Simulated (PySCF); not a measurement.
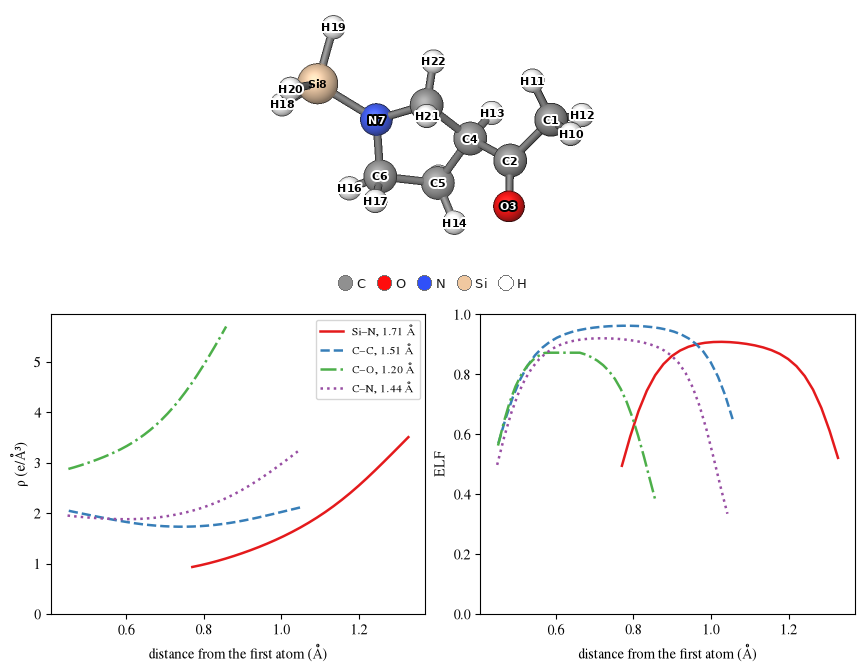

The picture shows: C6H13NOSi (SMILES CC(=O)[C@H]1CCN([SiH3])C1). Total electron density and ELF along straight lines between neighbouring atoms. The curves leave out the atomic cores. The structure is drawn too.

Geometry: GFN2-xTB.

The calculation used PBE0/pcSseg-1, SCF density, gas phase, non-relativistic in PySCF 2.14.0.

```yaml
atoms:
  - { symbol: C, position_ang: [-2.9390, -0.0614, 0.9610] }
  - { symbol: C, position_ang: [-2.0137, -0.6017, -0.1003] }
  - { symbol: O, position_ang: [-2.3912, -0.8964, -1.2049] }
  - { symbol: C, position_ang: [-0.5663, -0.7207, 0.3404] }
  - { symbol: C, position_ang: [0.2893, -1.5693, -0.6139] }
  - { symbol: C, position_ang: [1.2300, -0.5585, -1.2766] }
  - { symbol: N, position_ang: [1.3976, 0.4606, -0.2694] }
  - { symbol: Si, position_ang: [2.6774, 1.5964, -0.2021] }
  - { symbol: C, position_ang: [0.0930, 0.6837, 0.2920] }
  - { symbol: H, position_ang: [-3.8740, 0.2670, 0.5145] }
  - { symbol: H, position_ang: [-2.4716, 0.7563, 1.5026] }
  - { symbol: H, position_ang: [-3.1532, -0.8601, 1.6699] }
  - { symbol: H, position_ang: [-0.5340, -1.1119, 1.3589] }
  - { symbol: H, position_ang: [-0.3360, -2.0773, -1.3468] }
  - { symbol: H, position_ang: [0.8593, -2.3101, -0.0550] }
  - { symbol: H, position_ang: [2.1939, -0.9858, -1.5497] }
  - { symbol: H, position_ang: [0.7582, -0.1486, -2.1812] }
  - { symbol: H, position_ang: [3.8709, 0.8403, -0.5725] }
  - { symbol: H, position_ang: [2.6889, 2.0637, 1.1852] }
  - { symbol: H, position_ang: [2.5405, 2.7625, -1.0927] }
  - { symbol: H, position_ang: [-0.5091, 1.3476, -0.3496] }
  - { symbol: H, position_ang: [0.1788, 1.1429, 1.2775] }
```

What kind of bonding do the profiles show?

Answer. Si–N (1.71 Å): ρ at the midpoint is about 1.1 e/Å³; the ELF peaks at about 0.90 between the atoms: a shared but strongly polarised pair.
C–C (1.51 Å): ρ is about 1.7 e/Å³ halfway; the ELF peaks at about 0.95 between the atoms: a covalent bond.
C–O (1.20 Å): ρ is about 3.3 e/Å³ halfway; the ELF peaks at about 0.85 between the atoms (a multiple bond).
C–N (1.44 Å): ρ at the midpoint is about 2 e/Å³; the ELF peaks at about 0.90 between the atoms: a shared electron pair.
